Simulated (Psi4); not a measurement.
# Frequency calculation, with input and output: O₂ (part 3 of 3)

Continued. System: O₂, multiplicity 3. Method: B3LYP/6-31G**, UKS, dispersion D3(BJ) (Psi4 1.11). The geometry was optimised with B3LYP/6-31G**.

Geometry of the input (Å):
```
O  0.5231  -0.1820  0.2701
O  -0.5661  0.1538  -0.1494
```

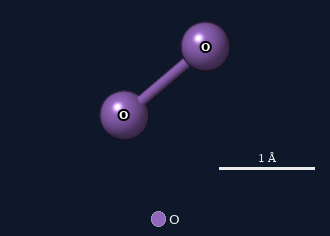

*The structure (ball-and-stick view, seen at an oblique angle).*

What the program printed, continued
```
   @DF-UKS iter SAD:  -149.93544391397629   -1.49935e+02   0.00000e+00
   @DF-UKS iter   1:  -150.30475834317755   -3.69314e-01   1.16327e-02 ADIIS/DIIS
   @DF-UKS iter   2:  -150.31707957581935   -1.23212e-02   5.74967e-03 ADIIS/DIIS
   @DF-UKS iter   3:  -150.32027951283226   -3.19994e-03   1.14518e-03 ADIIS/DIIS
   @DF-UKS iter   4:  -150.32042001573677   -1.40503e-04   3.16082e-04 ADIIS/DIIS
   @DF-UKS iter   5:  -150.32043238691116   -1.23712e-05   1.23661e-05 DIIS
   @DF-UKS iter   6:  -150.32043241543047   -2.85193e-08   4.33630e-07 DIIS
   @DF-UKS iter   7:  -150.32043241545975   -2.92744e-11   3.39642e-08 DIIS
   @DF-UKS iter   8:  -150.32043241545998   -2.27374e-13   3.45659e-09 DIIS
  Energy and wave function converged.

  ==> Post-Iterations <==

   Electrons on quadrature grid:
      Nalpha   =    8.9999997199 ; deviation = -2.801e-07
      Nbeta    =    6.9999999890 ; deviation = -1.098e-08
      Ntotal   =   15.9999997089 ; deviation = -2.911e-07

   @Spin Contamination Metric:   6.604140863E-03
   @S^2 Expected:                2.000000000E+00
   @S^2 Observed:                2.006604141E+00
   @S   Expected:                1.000000000E+00
   @S   Observed:                1.000000000E+00

    Final Occupation by Irrep:
             Ag    Bg    Au    Bu
    DOCC [     3,    0,    1,    3 ]
    SOCC [     1,    1,    0,    0 ]
    NA   [     4,    1,    1,    3 ]
    NB   [     3,    0,    1,    3 ]

  @DF-UKS Final Energy:  -150.32043241545998

   => Energetics <=

    Nuclear Repulsion Energy =             27.8857679677515691
    One-Electron Energy =                -261.5038130964026664
    Two-Electron Energy =                  97.0557983540511060
    DFT Exchange-Correlation Energy =     -13.7577301429342054
    Empirical Dispersion Energy =          -0.0004554979257838
    VV10 Nonlocal Energy =                  0.0000000000000000
    Total Energy =                       -150.3204324154599760

  UHF NO Occupations:
  HONO-2 :    3 Bu 1.9988114
  HONO-1 :    4 Ag 1.0000000
  HONO-0 :    1 Bg 1.0000000
  LUNO+0 :    2 Au 0.0011886
  LUNO+1 :    4 Bu 0.0011886
  LUNO+2 :    5 Bu 0.0006534
  LUNO+3 :    5 Ag 0.0002431

Computation Completed

Properties will be evaluated at   0.000000,   0.000000,   0.000000 [a0]

Properties computed using the SCF density matrix

 Multipole Moments:

 ------------------------------------------------------------------------------------
     Multipole            Electronic (a.u.)      Nuclear  (a.u.)        Total (a.u.)
 ------------------------------------------------------------------------------------

 L = 1.  Multiply by 2.5417464519 to convert [e a0] to [Debye]
 Dipole X            :          0.0000000            0.0000000            0.0000000
 Dipole Y            :          0.0000000            0.0000000            0.0000000
 Dipole Z            :          0.0000000            0.0000000            0.0000000
 Magnitude           :                                                    0.0000000

 ------------------------------------------------------------------------------------

	total time  =          2 seconds =       0.03 minutes

         ------------------------------------------------------------
                                   SCF GRAD
         ------------------------------------------------------------

  ==> Geometry <==

    Molecular point group: c2h
    Full point group: D_inf_h

    Geometry (in Bohr), charge = 0, multiplicity = 3:

       Center              X                  Y                   Z               Mass
    ------------   -----------------  -----------------  -----------------  -----------------
         O            1.147538434000    -0.000884023975     0.000000000000    15.994914619570
         O           -1.147538434000     0.000884023975     0.000000000000    15.994914619570

  Nuclear repulsion =   27.885767967751569

   => Molecular Quadrature <=

    Radial Scheme          =       TREUTLER
    Pruning Scheme         =           NONE
    Nuclear Scheme         =       TREUTLER

    Blocking Scheme        =         OCTREE
    BS radius alpha        =              1
    Pruning alpha          =              1
    Radial Points          =             75
    Spherical Points       =            302
    Total Points           =          41814
    Total Blocks           =            378
    Max Points             =            255
    Max Functions          =             30
    Weights Tolerance      =       1.00E-15

  -Total Gradient:
     Atom            X                  Y                   Z
    ------   -----------------  -----------------  -----------------
       1       -0.000172635219     0.000000132992     0.000000000000
       2        0.000172635219    -0.000000132992     0.000000000000

	total time  =          0 seconds =       0.00 minutes

    Psi4 run time: 0:00:02.42

    -----------------------------------------------------------------------
                               Psi4 1.11 release

    h
    h
    h

    -----------------------------------------------------------------------

    Memory:     1.5 GiB
    Threads:    1
                ecpint, einsums, f̶o̶r̶t̶e̶, gauxc, gcp, g̶d̶m̶a̶, geometric, g̶p̶u̶_̶d̶f̶c̶c̶,
                i̶n̶t̶e̶g̶r̶a̶t̶o̶r̶x̶x̶, i̶p̶i̶, libefp, m̶d̶i̶, m̶p̶2̶d̶, m̶r̶c̶c̶, ooo,
                o̶p̶e̶n̶f̶e̶r̶m̶i̶o̶n̶p̶s̶i̶4̶, pcmsolver, p̶s̶i̶4̶f̶o̶c̶k̶c̶i̶, p̶s̶i̶x̶a̶s̶,
                p̶y̶e̶i̶n̶s̶u̶m̶s̶, r̶e̶s̶p̶, s̶i̶m̶i̶n̶t̶, s̶n̶s̶m̶p̶2̶,
                v̶2̶r̶d̶m̶_̶c̶a̶s̶s̶c̶f̶

gradient() will perform analytic gradient computation.

  ==> Geometry <==

    Molecular point group: c2h
    Full point group: D_inf_h

    Geometry (in Bohr), charge = 0, multiplicity = 3:

       Center              X                  Y                   Z               Mass
    ------------   -----------------  -----------------  -----------------  -----------------
         O            1.147538434000     0.000000000000    -0.000884023975    15.994914619570
         O           -1.147538434000     0.000000000000     0.000884023975    15.994914619570

  Running in c2h symmetry.

  Rotational constants: A = ************  B =      1.42905  C =      1.42905 [cm^-1]
  Rotational constants: A = ************  B =  42841.85570  C =  42841.85570 [MHz]
  Nuclear repulsion =   27.885767967751569

  Charge       = 0
  Multiplicity = 3
  Electrons    = 16
  Nalpha       = 9
  Nbeta        = 7

   => Molecular Quadrature <=

    Radial Scheme          =       TREUTLER
    Pruning Scheme         =           NONE
    Nuclear Scheme         =       TREUTLER

    Blocking Scheme        =         OCTREE
    BS radius alpha        =              1
    Pruning alpha          =              1
    Radial Points          =             75
    Spherical Points       =            302
    Total Points           =          41814
    Total Blocks           =            374
    Max Points             =            256
    Max Functions          =             30
    Weights Tolerance      =       1.00E-15

  ==> Iterations <==

                           Total Energy        Delta E     RMS |[F,P]|

   @DF-UKS iter SAD:  -149.93544391399450   -1.49935e+02   0.00000e+00
   @DF-UKS iter   1:  -150.30475834319716   -3.69314e-01   1.16327e-02 ADIIS/DIIS
   @DF-UKS iter   2:  -150.31707957583902   -1.23212e-02   5.74967e-03 ADIIS/DIIS
   @DF-UKS iter   3:  -150.32027951285204   -3.19994e-03   1.14518e-03 ADIIS/DIIS
   @DF-UKS iter   4:  -150.32042001575647   -1.40503e-04   3.16082e-04 ADIIS/DIIS
   @DF-UKS iter   5:  -150.32043238693080   -1.23712e-05   1.23661e-05 DIIS
   @DF-UKS iter   6:  -150.32043241545028   -2.85195e-08   4.33630e-07 DIIS
   @DF-UKS iter   7:  -150.32043241547947   -2.91891e-11   3.39642e-08 DIIS
   @DF-UKS iter   8:  -150.32043241547970   -2.27374e-13   3.45659e-09 DIIS
  Energy and wave function converged.

  ==> Post-Iterations <==

   Electrons on quadrature grid:
      Nalpha   =    8.9999997199 ; deviation = -2.801e-07
      Nbeta    =    6.9999999890 ; deviation = -1.098e-08
      Ntotal   =   15.9999997089 ; deviation = -2.911e-07

   @Spin Contamination Metric:   6.604140863E-03
   @S^2 Expected:                2.000000000E+00
   @S^2 Observed:                2.006604141E+00
   @S   Expected:                1.000000000E+00
   @S   Observed:                1.000000000E+00

    Orbital Energies [Eh]
    ---------------------

    Alpha Occupied:

       1Ag   -19.312279     1Bu   -19.312104     2Ag    -1.301896
       2Bu    -0.837973     3Bu    -0.559398     1Au    -0.559398
       3Ag    -0.547438     1Bg    -0.308154     4Ag    -0.308154

    Alpha Virtual:

       4Bu     0.196536     5Ag     0.669531     5Bu     0.708669
       2Au     0.776752     6Bu     0.776752     6Ag     0.856390
       2Bg     0.895712     7Ag     0.895712     7Bu     1.273887
       3Au     1.486930     8Bu     1.486930     8Ag     1.513729
       3Bg     1.513729     4Au     1.893189     9Bu     1.893189
       9Ag     2.398339    10Ag     2.536094     4Bg     2.536094
      10Bu     2.795473    11Ag     3.154132    11Bu     3.487444

    Beta Occupied:

       1Ag   -19.282959     1Bu   -19.282660     2Ag    -1.243986
       2Bu    -0.749308     3Ag    -0.507780     3Bu    -0.456943
       1Au    -0.456943

    Beta Virtual:

       1Bg    -0.112776     4Ag    -0.112776     4Bu     0.240749
       5Ag     0.688289     5Bu     0.726469     2Au     0.832438
       6Bu     0.832438     6Ag     0.868244     2Bg     0.953654
       7Ag     0.953654     7Bu     1.301290     3Au     1.520233
       8Bu     1.520233     8Ag     1.569443     3Bg     1.569444
       9Bu     1.964627     4Au     1.964627     9Ag     2.434470
      10Ag     2.578055     4Bg     2.578055    10Bu     2.820627
      11Ag     3.198281    11Bu     3.531969

    Final Occupation by Irrep:
             Ag    Bg    Au    Bu
    DOCC [     3,    0,    1,    3 ]
    SOCC [     1,    1,    0,    0 ]
    NA   [     4,    1,    1,    3 ]
    NB   [     3,    0,    1,    3 ]

  @DF-UKS Final Energy:  -150.32043241547970

   => Energetics <=

    Nuclear Repulsion Energy =             27.8857679677515691
    One-Electron Energy =                -261.5038130964218794
    Two-Electron Energy =                  97.0557983540528539
    DFT Exchange-Correlation Energy =     -13.7577301429364933
    Empirical Dispersion Energy =          -0.0004554979257838
    VV10 Nonlocal Energy =                  0.0000000000000000
    Total Energy =                       -150.3204324154797007

  UHF NO Occupations:
  HONO-2 :    1 Au 1.9988114
  HONO-1 :    4 Ag 1.0000000
  HONO-0 :    1 Bg 1.0000000
  LUNO+0 :    2 Au 0.0011886
  LUNO+1 :    4 Bu 0.0011886
  LUNO+2 :    5 Bu 0.0006534
  LUNO+3 :    5 Ag 0.0002431

Computation Completed

Properties will be evaluated at   0.000000,   0.000000,   0.000000 [a0]

Properties computed using the SCF density matrix

 Multipole Moments:

 ------------------------------------------------------------------------------------
     Multipole            Electronic (a.u.)      Nuclear  (a.u.)        Total (a.u.)
 ------------------------------------------------------------------------------------

 L = 1.  Multiply by 2.5417464519 to convert [e a0] to [Debye]
 Dipole X            :          0.0000000            0.0000000            0.0000000
 Dipole Y            :          0.0000000            0.0000000            0.0000000
 Dipole Z            :          0.0000000            0.0000000            0.0000000
 Magnitude           :                                                    0.0000000

 ------------------------------------------------------------------------------------

	total time  =          2 seconds =       0.03 minutes

         ------------------------------------------------------------
                                   SCF GRAD
         ------------------------------------------------------------

  ==> Geometry <==

    Molecular point group: c2h
    Full point group: D_inf_h

    Geometry (in Bohr), charge = 0, multiplicity = 3:

       Center              X                  Y                   Z               Mass
    ------------   -----------------  -----------------  -----------------  -----------------
         O            1.147538434000     0.000000000000    -0.000884023975    15.994914619570
         O           -1.147538434000     0.000000000000     0.000884023975    15.994914619570

  Nuclear repulsion =   27.885767967751569

   => Molecular Quadrature <=

    Radial Scheme          =       TREUTLER
    Pruning Scheme         =           NONE
    Nuclear Scheme         =       TREUTLER

    Blocking Scheme        =         OCTREE
    BS radius alpha        =              1
    Pruning alpha          =              1
    Radial Points          =             75
    Spherical Points       =            302
    Total Points           =          41814
    Total Blocks           =            374
    Max Points             =            256
    Max Functions          =             30
    Weights Tolerance      =       1.00E-15

  -Total Gradient:
     Atom            X                  Y                   Z
    ------   -----------------  -----------------  -----------------
       1       -0.000172638246     0.000000000000     0.000000132995
       2        0.000172638246     0.000000000000    -0.000000132995

	total time  =          0 seconds =       0.00 minutes

    Psi4 run time: 0:00:02.18

  //>>>>>>>>>>>>>>>>>>>>>>>>>>>>>>>>>>>//
  //      FiniteDifference Results     //
  //<<<<<<<<<<<<<<<<<<<<<<<<<<<<<<<<<<<//

  Computing second-derivative from gradients using projected,
  symmetry-adapted, cartesian coordinates.

  5 gradients passed in, including the reference geometry.
  Generating complete list of displacements from unique ones.

    Operation 3 takes plus displacements of irrep B1g to minus ones.
    Operation 2 takes plus displacements of irrep B2g to minus ones.

-------------------------------------------------------------

  ==> Harmonic Vibrational Analysis <==

  non-mass-weighted Hessian:       Symmetric? True   Hermitian? True   Lin Dep Dim?  3 (0)
  projection of translations (True) and rotations (True) removed 5 degrees of freedom (5)
  total projector:                 Symmetric? True   Hermitian? True   Lin Dep Dim?  5 (5)
  mass-weighted Hessian:           Symmetric? True   Hermitian? True   Lin Dep Dim?  3 (0)
  pre-proj  low-frequency mode:    0.0000i [cm^-1]
  pre-proj  low-frequency mode:    0.0000i [cm^-1]
  pre-proj  low-frequency mode:    0.0000  [cm^-1]
  pre-proj  low-frequency mode:    0.0000  [cm^-1]
  pre-proj  low-frequency mode:    0.0000  [cm^-1]
  pre-proj  all modes:['15.7652i' '15.7650i' '0.0000' '0.0000' '0.0000' '1659.0167']
  projected mass-weighted Hessian: Symmetric? True   Hermitian? True   Lin Dep Dim?  5 (5)
  post-proj low-frequency mode:    0.0000i [cm^-1] (TR)
  post-proj low-frequency mode:    0.0000i [cm^-1] (TR)
  post-proj low-frequency mode:    0.0000  [cm^-1] (TR)
  post-proj low-frequency mode:    0.0000  [cm^-1] (TR)
  post-proj low-frequency mode:    0.0000  [cm^-1] (TR)
  post-proj  all modes:['0.0000i' '0.0000i' '0.0000' '0.0000' '0.0000' '1659.0167']

  Vibration                       6
  Freq [cm^-1]                1659.0167
  Irrep                           Ag
  Reduced mass [u]             15.9949
  Force const [mDyne/A]        25.9378
  Turning point v=0 [a0]        0.0674
  RMS dev v=0 [a0 u^1/2]        0.1905
  IR activ [km/mol]             0.0000
  Char temp [K]               2386.9557
  ----------------------------------------------------------------------------------
      1   O                0.71  0.00  0.00
      2   O               -0.71 -0.00  0.00

  ==> Thermochemistry Components <==

  Entropy, S
    Electronic S                             2.183 [cal/(mol K)]        9.134 [J/(mol K)]       0.00347910 [mEh/K] (multiplicity = 3)
    Translational S                         36.321 [cal/(mol K)]      151.965 [J/(mol K)]       0.05788058 [mEh/K] (mol. weight = 31.9898 [u], P = 101325.00 [Pa])
    Rotational S                            10.500 [cal/(mol K)]       43.931 [J/(mol K)]       0.01673230 [mEh/K] (symmetry no. = 2)
    Vibrational S                            0.006 [cal/(mol K)]        0.025 [J/(mol K)]       0.00000951 [mEh/K]
  Total S                                   49.009 [cal/(mol K)]      205.055 [J/(mol K)]       0.07810149 [mEh/K]
  Correction S                               0.000 [cal/(mol K)]        0.000 [J/(mol K)]       0.00000000 [mEh/K]

  Constant volume heat capacity, Cv
    Electronic Cv                            0.000 [cal/(mol K)]        0.000 [J/(mol K)]       0.00000000 [mEh/K]
    Translational Cv                         2.981 [cal/(mol K)]       12.472 [J/(mol K)]       0.00475022 [mEh/K]
    Rotational Cv                            1.987 [cal/(mol K)]        8.314 [J/(mol K)]       0.00316681 [mEh/K]
    Vibrational Cv                           0.043 [cal/(mol K)]        0.178 [J/(mol K)]       0.00006774 [mEh/K]
  Total Cv                                   5.011 [cal/(mol K)]       20.964 [J/(mol K)]       0.00798476 [mEh/K]
  Correction Cv                              0.000 [cal/(mol K)]        0.000 [J/(mol K)]       0.00000000 [mEh/K]

  Constant pressure heat capacity, Cp
    Electronic Cp                            0.000 [cal/(mol K)]        0.000 [J/(mol K)]       0.00000000 [mEh/K]
    Translational Cp                         4.968 [cal/(mol K)]       20.786 [J/(mol K)]       0.00791703 [mEh/K]
    Rotational Cp                            1.987 [cal/(mol K)]        8.314 [J/(mol K)]       0.00316681 [mEh/K]
    Vibrational Cp                           0.043 [cal/(mol K)]        0.178 [J/(mol K)]       0.00006774 [mEh/K]
  Total Cp                                   6.998 [cal/(mol K)]       29.278 [J/(mol K)]       0.01115157 [mEh/K]
  Correction Cp                              0.000 [cal/(mol K)]        0.000 [J/(mol K)]       0.00000000 [mEh/K]

  ==> Thermochemistry Energy Analysis <==

  Raw electronic energy, E_e
  Total E_e, Electronic energy at well bottom                                          -150.32043242 [Eh]

  Zero-point vibrational energy, ZPVE = Sum_i omega_i / 2,  E_0 = E_e + ZPVE
    Vibrational ZPVE                         2.372 [kcal/mol]        9.923 [kJ/mol]       0.00377952 [Eh]         829.508 [cm^-1]
  Correction ZPVE to E_e                     2.372 [kcal/mol]        9.923 [kJ/mol]       0.00377952 [Eh]         829.508 [cm^-1]
  Total E_0, Enthalpy at 0 [K]                                                         -150.31665290 [Eh]
  *** Absolute enthalpy, not an enthalpy of formation ***

  Thermal (internal) energy, E (includes ZPVE and finite-temperature corrections)
    Electronic contrib to E beyond E_e       0.000 [kcal/mol]        0.000 [kJ/mol]       0.00000000 [Eh]
    Translational contrib to E               0.889 [kcal/mol]        3.718 [kJ/mol]       0.00141628 [Eh]
    Rotational contrib to E                  0.592 [kcal/mol]        2.479 [kJ/mol]       0.00094418 [Eh]
    Vibrational contrib to E                 2.373 [kcal/mol]        9.930 [kJ/mol]       0.00378204 [Eh]
  Correction E                               3.854 [kcal/mol]       16.127 [kJ/mol]       0.00614250 [Eh]
  Total E, Thermal (internal) energy at  298.15 [K]                                    -150.31428991 [Eh]

  Enthalpy, H_trans = E_trans + k_B * T = E_trans + P * V
    Electronic contrib to H beyond E_e       0.000 [kcal/mol]        0.000 [kJ/mol]       0.00000000 [Eh]
    Translational contrib to H               1.481 [kcal/mol]        6.197 [kJ/mol]       0.00236046 [Eh]
    Rotational contrib to H                  0.592 [kcal/mol]        2.479 [kJ/mol]       0.00094418 [Eh]
    Vibrational contrib to H                 2.373 [kcal/mol]        9.930 [kJ/mol]       0.00378204 [Eh]
  Correction H                               4.447 [kcal/mol]       18.606 [kJ/mol]       0.00708669 [Eh]
  Total H, Enthalpy at  298.15 [K]                                                     -150.31334573 [Eh]
  *** Absolute enthalpy, not an enthalpy of formation ***

  Gibbs free energy, G = H - T * S
    Electronic contrib to G beyond E_e      -0.651 [kcal/mol]       -2.723 [kJ/mol]      -0.00103729 [Eh]
    Translational contrib to G              -9.348 [kcal/mol]      -39.111 [kJ/mol]      -0.01489663 [Eh]
    Rotational contrib to G                 -2.538 [kcal/mol]      -10.619 [kJ/mol]      -0.00404455 [Eh]
    Vibrational contrib to G                 2.371 [kcal/mol]        9.922 [kJ/mol]       0.00377920 [Eh]
  Correction G                             -10.165 [kcal/mol]      -42.531 [kJ/mol]      -0.01619927 [Eh]
  Total G, Gibbs energy at  298.15 [K]                                                 -150.33663169 [Eh]
  *** Absolute Gibbs energy, not a free energy of formation ***

    Psi4 run time: 0:00:15.26

[set-up sections that repeat, and orbital energies of the middle runs, are left out above]
```

Key numbers

```tsv
quantity	value
outcome	converged
total energy	−150.320432 hartree
dispersion energy	−0.000455 hartree
basis functions	30
⟨S²⟩	2.007
zero-point energy	0.003780 hartree
dipole moment	0.00 D
wavenumbers, lowest and highest	1659 cm⁻¹
wall time	17 s
peak memory	0.26 GiB
```
